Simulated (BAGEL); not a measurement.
# Br2 (bromine) at B3LYP/6-31G(d) (density fitting with cc-pvqz-jkfit, spherical functions)

Aim: the energy change on altering one bond length of Br2 (bromine) at B3LYP/6-31G* (density fitting with cc-pvqz-jkfit, spherical functions), from 2 runs. 

The results are computed with BAGEL 1.2.2.

11 further runs of the same task are left out: 11 set aside as unsound or not needed.

## 1. The molecule

The species is Br2 (2 atoms), meant as a singlet with charge 0. As SMILES, `BrBr`. The coordinates come from a PBE0-D4/def2-TZVP relaxation.

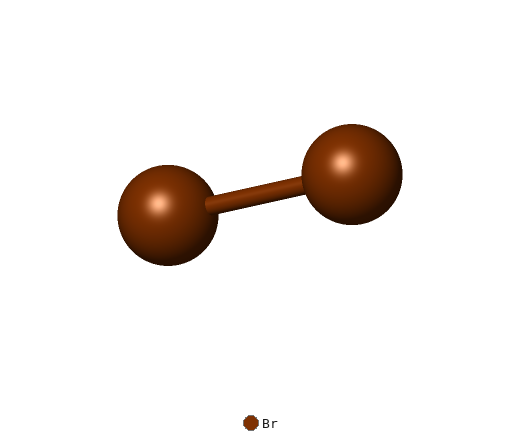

The structure, seen from a chosen angle (bromine brown).

## 2. The energy at B3LYP/6-31G(d) (density fitting with cc-pvqz-jkfit, spherical functions)

dft.json reads:

```json
{ "bagel" : [

{
  "title" : "molecule",
  "basis" : "6-31gs.json",
  "df_basis" : "cc-pvqz-jkfit",
  "angstrom" : "true",
  "geometry" : [
    { "atom" : "Br", "xyz" : [    0.972980,   -0.325390,    0.498520 ] },
    { "atom" : "Br", "xyz" : [   -0.972980,    0.325390,   -0.498520 ] }
  ]
},
{ "title" : "ks", "xc_func" : "b3lyp" },
{ "title" : "print", "file" : "orbitals.molden", "orbitals" : "true" }

]}
```

The basis set 6-31G* is read from a file made from the Basis Set Exchange's data (not shown).

The run is started by

```
$ BAGEL_NUM_THREADS=1 BAGEL dft.json > dft.out
```

The program printed:

```text
* using 1 threads per process

  ===============================================================
  ===============================================================

  *** Geometry ***

  { "atom" : "Br", "xyz" : [      1.838666,     -0.614898,      0.942066 ] },
  { "atom" : "Br", "xyz" : [     -1.838666,      0.614898,     -0.942066 ] },

  Number of auxiliary basis functions:      436

  Since a DF basis is specified, we compute 2- and 3-index integrals:
    o Being stored without compression. Storage requirement is 0.014 GB

  Number of basis functions:       64
  Number of electrons      :       70

    * METHOD: MOLECULE                             0.22

  *** Kohn-Sham DFT ***

    * Removing 1762 points whose weight is below 1.00e-10
    * Grid points: 28050

  === Nuclear Repulsion ===
   284.1537568455

       - DIIS with orbital gradients will be used.

  === KS iteration (b3lyp / 6-31gs.json) ===
      0      -5045.36271871          0.28743156           0.17
      1      -4966.22199984          0.81178816           0.16
      2      -5090.26485189          0.33118999           0.15
      3      -5146.04289444          0.10862931           0.15
      4      -5147.44822946          0.03870469           0.15
      5      -5147.56654929          0.02243483           0.15
      6      -5147.73496508          0.00106511           0.15
      7      -5147.73645942          0.00047569           0.15
      8      -5147.73657241          0.00000652           0.15
      9      -5147.73657243          0.00000067           0.15
     10      -5147.73657243          0.00000003           0.15
     11      -5147.73657243          0.00000000           0.15
    * SCF iteration converged.

    * Permanent dipole moment:
           (    0.000000,    -0.000000,     0.000000) a.u.

    * METHOD: KS                                   1.89

    * METHOD: PRINT                                0.01

  ===============================================================
```

Wall time 2.3 s (1 thread of Arm Neoverse V1, shared host); peak memory 0.15 GiB.

## 3. The distorted shape

job.json reads:

```json
{ "bagel" : [

{
  "title" : "molecule",
  "basis" : "6-31gs.json",
  "df_basis" : "cc-pvqz-jkfit",
  "angstrom" : true,
  "geometry" : [
    { "atom" : "Br", "xyz" : [    1.556768,   -0.520624,    0.797632 ] },
    { "atom" : "Br", "xyz" : [   -0.972980,    0.325390,   -0.498520 ] }
  ]
},
{
  "title" : "ks",
  "xc_func" : "b3lyp"
},
{
  "title" : "print",
  "file" : "orbitals.molden",
  "orbitals" : true
}

]}
```

The basis set 6-31G* is read from a file made from the Basis Set Exchange's data (not shown).

The run is started by

```
$ BAGEL_NUM_THREADS=1 BAGEL job.json > job.out
```

The program printed:

```text
* using 1 threads per process

  ===============================================================
  ===============================================================

  *** Geometry ***

  { "atom" : "Br", "xyz" : [      2.941865,     -0.983837,      1.507306 ] },
  { "atom" : "Br", "xyz" : [     -1.838666,      0.614898,     -0.942066 ] },

  Number of auxiliary basis functions:      436

  Since a DF basis is specified, we compute 2- and 3-index integrals:
    o Being stored without compression. Storage requirement is 0.014 GB

  Number of basis functions:       64
  Number of electrons      :       70

    * METHOD: MOLECULE                             0.20

  *** Kohn-Sham DFT ***

    * Removing 1412 points whose weight is below 1.00e-10
    * Grid points: 28400

  === Nuclear Repulsion ===
   218.5798129581

       - DIIS with orbital gradients will be used.

  === KS iteration (b3lyp / 6-31gs.json) ===
      0      -5045.32223966          0.28415752           0.16
      1      -4966.02128062          0.80453613           0.14
      2      -5088.88315821          0.32288372           0.14
      3      -5146.14879168          0.11422674           0.14
      4      -5147.35129122          0.04427953           0.13
      5      -5147.60670805          0.01397364           0.13
      6      -5147.68934856          0.00117788           0.13
      7      -5147.69082604          0.00036712           0.13
      8      -5147.69089072          0.00000450           0.13
      9      -5147.69089072          0.00000422           0.13
     10      -5147.69089073          0.00000075           0.13
     11      -5147.69089073          0.00000008           0.13
     12      -5147.69089073          0.00000001           0.14
    * SCF iteration converged.

    * Permanent dipole moment:
           (    0.000000,    -0.000000,     0.000000) a.u.

    * METHOD: KS                                   1.84

    * METHOD: PRINT                                0.01

  ===============================================================
```

Wall time 2.2 s (1 thread of Arm Neoverse V1, shared host); peak memory 0.15 GiB.

## 4. Results

At B3LYP/6-31G* (density fitting with cc-pvqz-jkfit, spherical functions):

| quantity | value |
| --- | --- |
| first shape: total energy | -5147.73657 Eh |
| first shape: dipole moment | 0.00 D |
| first shape: HOMO energy | -7.81 eV |
| first shape: LUMO energy | -3.83 eV |
| first shape: HOMO–LUMO gap | 3.98 eV |
| distorted shape: total energy | -5147.69089 Eh |
| distorted shape: dipole moment | 0.00 D |
| distorted shape: HOMO energy | -8.53 eV |
| distorted shape: LUMO energy | -6.64 eV |
| distorted shape: HOMO–LUMO gap | 1.90 eV |
| energy change with the Br1–Br2 bond stretched from 2.281 to 2.966 Å | 1.243 eV |

In words: With the Br1–Br2 bond stretched from 2.281 to 2.966 Å the energy rises by 1.24 eV (120 kJ/mol). The first shape isn't relaxed at this level, so the change isn't measured from a minimum.
